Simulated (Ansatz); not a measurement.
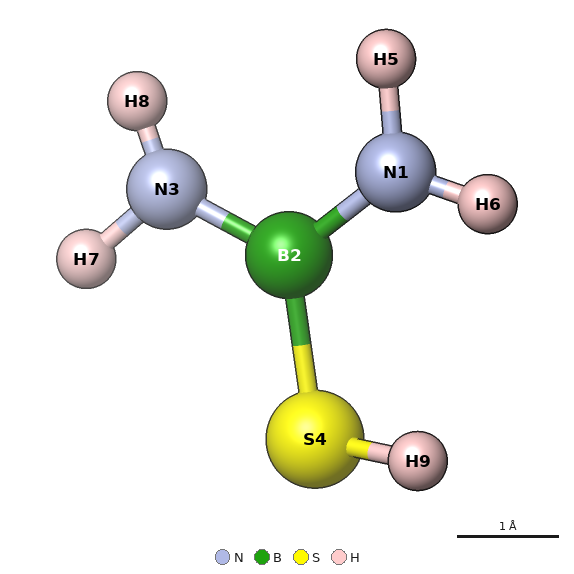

Figure made from data computed with Ansatz.

Orthographic view. Depth is shown by fading: the farther an atom, the more it takes the colour of the background. Geometry: atoms displaced at random (about 0.06 Å) from a stationary point of PBE0-D4.

Give the geometry as a Z-matrix, atoms in numerical order, with these reference atoms: 2 to 1; 3 to 2, 1; 4 to 2, 3, 1; 5 to 1, 2, 3; 6 to 1, 5, 2; 7 to 3, 2, 1; 8 to 3, 7, 2; 9 to 4, 2, 3.

```
N  
B    1   1.444
N    2   1.426   1   117.1
S    2   1.853   3   123.3   1   179.6
H    1   1.129   2   122.5   3    -1.9
H    1   0.986   5   112.5   2   171.9
H    3   1.109   2   113.8   1  -176.1
H    3   0.922   7   110.5   2   179.4
H    4   1.319   2   102.4   3  -161.0
```
